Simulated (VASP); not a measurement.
# YTe3: convergence with the SCF threshold and k-mesh, part 3 of 3

A convergence test on YTe3: the SCF threshold and k-mesh. The series runs use r2SCAN. The start is a computed cell from the Materials Project.

VASP 6.6.1; r2SCAN; plane waves and PAW (Y_sv, Te).

So far. Step 12 (K-mesh: 5 5 5): Against the run before the energy moves by +18.12 meV an atom and the pressure by -0.34 GPa, after 16 cycles in 2 min.

**13. K-mesh: 6 6 6**

The input, INCAR:

```
SYSTEM = YTe3
PREC = Accurate
ENCUT = 400
EDIFF = 1E-06
NELM = 100
ISMEAR = -1
SIGMA = 0.05
LREAL = .FALSE.
ALGO = Normal
METAGGA = R2SCAN
LASPH = .TRUE.
NBANDS = 37
LORBIT = 11
LWAVE = .FALSE.
LCHARG = .FALSE.
KPAR = 8
ISIF = 2
```

The input, POSCAR:

```
YTe3
1.0
    4.3372342400      0.0000000000      0.0000000000
    0.0000000000      0.0000000000      4.3383663100
    2.1686171200    -13.1814784600      0.0000000000
Y Te
2 6
Direct
    0.8283804400      0.2500000000      0.3432391200
    0.1716195600      0.7500000000      0.6567608800
    0.0756230300      0.2500000000      0.8487539400
    0.9243769700      0.7500000000      0.1512460600
    0.4243801200      0.2500000000      0.1512397600
    0.5756198800      0.7500000000      0.8487602400
    0.7068196200      0.2500000000      0.5863607600
    0.2931803800      0.7500000000      0.4136392400
```

The input, KPOINTS:

```
Automatic mesh
0
Gamma
6 6 6
0 0 0
```

PAW data sets: Y_sv and Te (PBE family, release 64).

Started as:

```console
$ mpirun -np 8 vasp_std
```

The program printed:

```text
[... set-up lines as in an earlier step ...]
 entering main loop
       N       E                     dE             d eps       ncg     rms          rms(c)
DAV:   1     0.123342792053E+03    0.12334E+03   -0.21908E+04  3928   0.114E+03
DAV:   2    -0.185038004329E+03   -0.30838E+03   -0.30045E+03  4581   0.260E+02
DAV:   3    -0.211561149450E+03   -0.26523E+02   -0.26163E+02  5727   0.603E+01
DAV:   4    -0.214073023860E+03   -0.25119E+01   -0.24970E+01  7000   0.151E+01
[...]
DAV:  14    -0.201621846467E+03   -0.31475E-05   -0.14925E-05  4640   0.176E-02    0.201E-02
DAV:  15    -0.201621845335E+03    0.11321E-05   -0.69654E-06  4507   0.111E-02    0.827E-03
DAV:  16    -0.201621845467E+03   -0.13199E-06   -0.50607E-07  2848   0.317E-03
   1 F= -.20162185E+03 E0= -.20161307E+03  d E =-.175554E-01
```

Wall time 3 min (8 MPI ranks of Intel Xeon Platinum 8259CL at 2.50GHz (Skylake/Cascade Lake), shared host); peak memory 3.9 GiB; 23 min of CPU time.

Parts of OUTCAR (step 13):

```text
  Total       -0.2405360     -0.5486165     -0.2367482      0.0000000      0.0000000      0.0000000
  in kB       -1.5537729     -3.5438570     -1.5293045      0.0000000      0.0000000      0.0000000
  external PRESSURE =      -2.2089781 kB  Pullay stress =       0.0000000 kB

 POSITION                                       TOTAL-FORCE (eV/Angst)
 -----------------------------------------------------------------------------------
      4.33723     -4.52440      1.08459         0.000000      0.065211     -0.000000
      2.16862     -8.65708      3.25377        -0.000000     -0.065211      0.000000
      2.16862    -11.18783      1.08459         0.000000      0.034960      0.000000
      4.33723     -1.99365      3.25377         0.000000     -0.034960     -0.000000
      2.16862     -1.99356      1.08459         0.000000     -0.043142      0.000000
      4.33723    -11.18791      3.25377         0.000000      0.043142      0.000000
      4.33723     -7.72910      1.08459        -0.000000     -0.023469      0.000000
      2.16862     -5.45238      3.25377         0.000000      0.023469      0.000000
 -----------------------------------------------------------------------------------
    total drift:                               -0.000000      0.000000      0.000000

  FREE ENERGIE OF THE ION-ELECTRON SYSTEM (eV)
  ---------------------------------------------------
  free  energy   TOTEN  =      -201.6218454673 eV

  energy  without entropy=     -201.6042900993  energy(sigma->0) =     -201.61306778

[... 1 part as in an earlier step ...]

[... 2 further parts left out ...]
[key lines of the parts left out:]
E-fermi :   5.4591
```

Against the run before the energy moves by -1.02 meV an atom and the pressure by +0.04 GPa, after 16 cycles in 3 min.

**14. K-mesh: 8 8 8**

INCAR is that of step 13.

POSCAR is that of step 13.

The input, KPOINTS:

```
Automatic mesh
0
Gamma
8 8 8
0 0 0
```

Started as:

```console
$ mpirun -np 8 vasp_std
```

The program printed:

```text
[... set-up lines as in an earlier step ...]
 entering main loop
       N       E                     dE             d eps       ncg     rms          rms(c)
DAV:   1     0.126250356999E+03    0.12625E+03   -0.21934E+04  7874   0.115E+03
DAV:   2    -0.184408580487E+03   -0.31066E+03   -0.30239E+03  9271   0.263E+02
DAV:   3    -0.211575407675E+03   -0.27167E+02   -0.26783E+02 11481   0.613E+01
DAV:   4    -0.214142320345E+03   -0.25669E+01   -0.25526E+01 14220   0.153E+01
[...]
DAV:  14    -0.201660003353E+03    0.28269E-05   -0.12980E-05 10551   0.143E-02    0.272E-02
DAV:  15    -0.201660004656E+03   -0.13029E-05   -0.12520E-05 10035   0.162E-02    0.977E-03
DAV:  16    -0.201660004505E+03    0.15139E-06   -0.12836E-06  6212   0.563E-03
   1 F= -.20166000E+03 E0= -.20165438E+03  d E =-.112447E-01
```

It took 5.4 min on 8 MPI ranks; peak memory 5.6 GiB; 43 min of CPU time.

From OUTCAR (step 14):

```text
  Total       -0.3384119     -0.1300881     -0.3893951      0.0000000      0.0000000      0.0000000
  in kB       -2.1860143     -0.8403204     -2.5153469      0.0000000      0.0000000      0.0000000
  external PRESSURE =      -1.8472272 kB  Pullay stress =       0.0000000 kB

 POSITION                                       TOTAL-FORCE (eV/Angst)
 -----------------------------------------------------------------------------------
      4.33723     -4.52440      1.08459         0.000000     -0.019329      0.000000
      2.16862     -8.65708      3.25377        -0.000000      0.019329      0.000000
      2.16862    -11.18783      1.08459        -0.000000      0.005906     -0.000000
      4.33723     -1.99365      3.25377         0.000000     -0.005906      0.000000
      2.16862     -1.99356      1.08459         0.000000     -0.007859      0.000000
      4.33723    -11.18791      3.25377         0.000000      0.007859     -0.000000
      4.33723     -7.72910      1.08459        -0.000000     -0.033659      0.000000
      2.16862     -5.45238      3.25377         0.000000      0.033659      0.000000
 -----------------------------------------------------------------------------------
    total drift:                               -0.000000      0.000000      0.000000

  FREE ENERGIE OF THE ION-ELECTRON SYSTEM (eV)
  ---------------------------------------------------
  free  energy   TOTEN  =      -201.6600045047 eV

  energy  without entropy=     -201.6487598379  energy(sigma->0) =     -201.65438217

[... 1 part as in an earlier step ...]

[... 2 further parts left out ...]
[key lines of the parts left out:]
E-fermi :   5.6706
```

Against the run before the energy moves by -5.16 meV an atom and the pressure by +0.04 GPa, after 16 cycles in 5.4 min.

**15. K-mesh: 10 10 10**

INCAR is that of step 14.

POSCAR is that of step 14.

The input, KPOINTS:

```
Automatic mesh
0
Gamma
10 10 10
0 0 0
```

Started as:

```console
$ mpirun -np 8 vasp_std
```

The program printed:

```text
[... set-up lines as in an earlier step ...]
 entering main loop
       N       E                     dE             d eps       ncg     rms          rms(c)
DAV:   1     0.125543935267E+03    0.12554E+03   -0.21949E+04 13924   0.115E+03
DAV:   2    -0.184637523063E+03   -0.31018E+03   -0.30199E+03 16433   0.262E+02
DAV:   3    -0.211566856642E+03   -0.26929E+02   -0.26577E+02 20369   0.610E+01
DAV:   4    -0.214101918274E+03   -0.25351E+01   -0.25203E+01 25064   0.153E+01
[...]
DAV:  14    -0.201615702072E+03    0.24511E-05   -0.11509E-05 18302   0.136E-02    0.242E-02
DAV:  15    -0.201615703359E+03   -0.12866E-05   -0.12319E-05 17859   0.157E-02    0.856E-03
DAV:  16    -0.201615703067E+03    0.29169E-06   -0.14017E-06 11406   0.572E-03
   1 F= -.20161570E+03 E0= -.20160744E+03  d E =-.165306E-01
```

It took 9.1 min on 8 MPI ranks; peak memory 8.2 GiB.

From OUTCAR (step 15):

```text
  Total       -0.4134399     -0.1921369     -0.3396660      0.0000000      0.0000000      0.0000000
  in kB       -2.6706670     -1.2411324     -2.1941150      0.0000000      0.0000000      0.0000000
  external PRESSURE =      -2.0353048 kB  Pullay stress =       0.0000000 kB

 POSITION                                       TOTAL-FORCE (eV/Angst)
 -----------------------------------------------------------------------------------
      4.33723     -4.52440      1.08459         0.000000     -0.013586      0.000000
      2.16862     -8.65708      3.25377         0.000000      0.013586     -0.000000
      2.16862    -11.18783      1.08459         0.000000      0.002405      0.000000
      4.33723     -1.99365      3.25377         0.000000     -0.002405     -0.000000
      2.16862     -1.99356      1.08459         0.000000     -0.001137      0.000000
      4.33723    -11.18791      3.25377         0.000000      0.001137     -0.000000
      4.33723     -7.72910      1.08459        -0.000000     -0.027563      0.000000
      2.16862     -5.45238      3.25377         0.000000      0.027563      0.000000
 -----------------------------------------------------------------------------------
    total drift:                               -0.000000      0.000000      0.000000

  FREE ENERGIE OF THE ION-ELECTRON SYSTEM (eV)
  ---------------------------------------------------
  free  energy   TOTEN  =      -201.6157030672 eV

  energy  without entropy=     -201.5991724367  energy(sigma->0) =     -201.60743775

[... 1 part as in an earlier step ...]

[... 2 further parts left out ...]
[key lines of the parts left out:]
E-fermi :   5.6677
```

Against the run before the energy moves by +5.87 meV an atom and the pressure by -0.02 GPa, after 16 cycles in 9.1 min.

**16. The k-mesh series as a table**

This step: convergence of r2SCAN results with the mesh; plane waves and PAW (VASP 6.6.1).

This step runs nothing: it gathers the runs above.

Differences are taken from the run with 10 10 10. Results of the series, by row:

```tsv
setting	status	energy less the reference (meV/atom)	pressure (GPa)	largest force difference (meV/Å)	SCF cycles	wall time (s)
2 2 2	converged	155.6	0.4047	892.7	18	38
3 3 3	converged	53.08	-0.7008	92.05	15	35
4 4 4	converged	-17.8	0.07673	62.96	16	101
5 5 5	converged	0.321	-0.2631	156.4	16	120
6 6 6	converged	-0.7038	-0.2209	78.8	16	177
8 8 8	converged	-5.868	-0.1847	6.722	16	325.1
10 10 10	converged	0	-0.2035	0	16	547.1
```

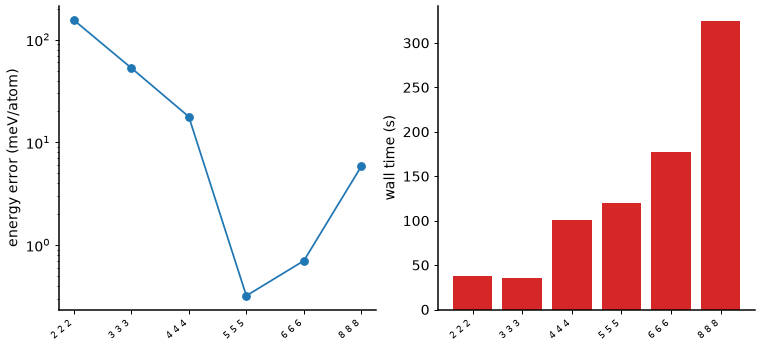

The energy error in size, against the reference run (errors under 0.01 are drawn at 0.01), and the wall time by setting.

**17. Results**

```yaml
scf_threshold_from_which_the_energy_stays_within_10_mev_atom_of_the_reference: EDIFF = 0.01
scf_threshold_from_which_the_energy_stays_within_1_mev_atom_of_the_reference: EDIFF = 0.01
scf_threshold_from_which_the_pressure_stays_within_0p2_gpa_of_the_reference: EDIFF = 0.01
spread_of_the_pressure_over_the_scf_threshold: 0.123 GPa
spread_of_the_energy_over_the_scf_threshold: 0.0376 meV/atom
k_mesh_from_which_the_energy_stays_within_10_mev_atom_of_the_reference: 5 5 5
k_mesh_from_which_the_energy_stays_within_1_mev_atom_of_the_reference: none before the reference itself
k_mesh_from_which_the_pressure_stays_within_0p2_gpa_of_the_reference: 5 5 5
spread_of_the_pressure_over_the_k_mesh: 1.11 GPa
spread_of_the_energy_over_the_k_mesh: 173 meV/atom
```

From EDIFF = 0.01 on, the energy stays within 1 meV an atom of the reference, at 89 % of its time. The pressure holds within 0.2 GPa from EDIFF = 0.01 on. The loosest stop saves 11 of 21 cycles and costs +0.0 meV an atom, -0.10 GPa, 26.7 meV/Å in forces. No run before the reference (10 10 10) settles within 1 meV an atom of it; the nearest step is off by -5.9 meV an atom, +0.02 GPa, 6.7 meV/Å in forces. The pressure holds within 0.2 GPa from 5 5 5 on. The energy swings above and below the reference, since the sum over k-points is not variational. A metal's Fermi surface slows this convergence. Differences are taken from the run with 10 10 10, which is itself not the exact limit. The runs at 2 2 2; 3 3 3 are over 30 meV an atom or 2 GPa off and describe the material poorly.

[Lines on the potential files, build, host, timing and source positions are cut from VASP's logs without a mark.]

[Logs are printed without paths, hosts, clocks, repeated set-up lines and the standing remarks that a program may print on its own settings, such as how far it seeks lower states.]

[Hosts, paths, dates, database ids (printed as entryN), source tags and the programs' standing remarks are cut or masked in the printed files.]

[A measured line is paired with the nearest computed mode of its activity, which favours agreement.]

[In band tables of VASP the shares of atoms and orbitals are scaled to a sum of 1 inside the atoms' spheres.]
